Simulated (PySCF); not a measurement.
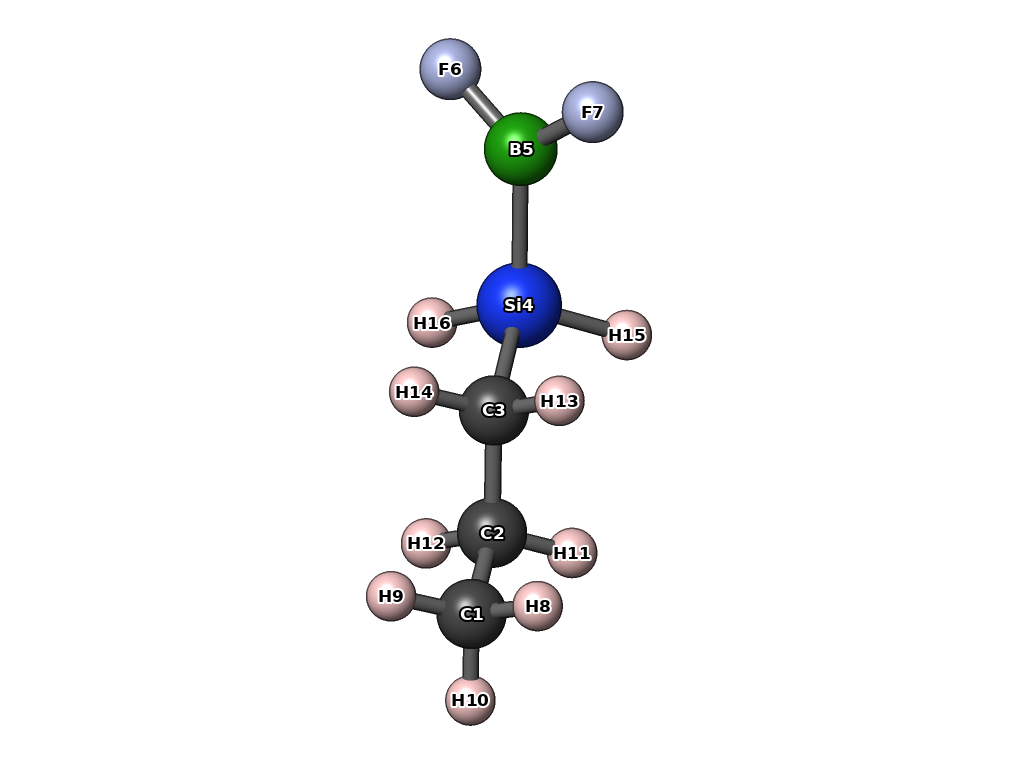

The thickness of each stick grows with its Mayer bond order. Computed geometry: GFN2-xTB optimisation. No frequency run is at hand to confirm it as a minimum. Method: PBE0/pcSseg-1 (PySCF 2.14.0).

List the Mayer bond orders of C1–C2, C2–C3, C3–Si4, Si4–B5, B5–F6, B5–F7 (bonds between heavy atoms, one of each equivalent set).

| bond | Mayer order | length (Å) |
| --- | --- | --- |
| C1–C2 | 1.06 | 1.525 |
| C2–C3 | 1.03 | 1.526 |
| C3–Si4 | 0.92 | 1.910 |
| Si4–B5 | 0.94 | 1.982 |
| B5–F6 | 1.11 | 1.321 |
| B5–F7 | 1.11 | 1.322 |

The geometry is semi-empirical. Around B, Si such bond lengths and angles can be off by a tenth of an ångström or more and by several degrees, and values that hang on the shape move with them.
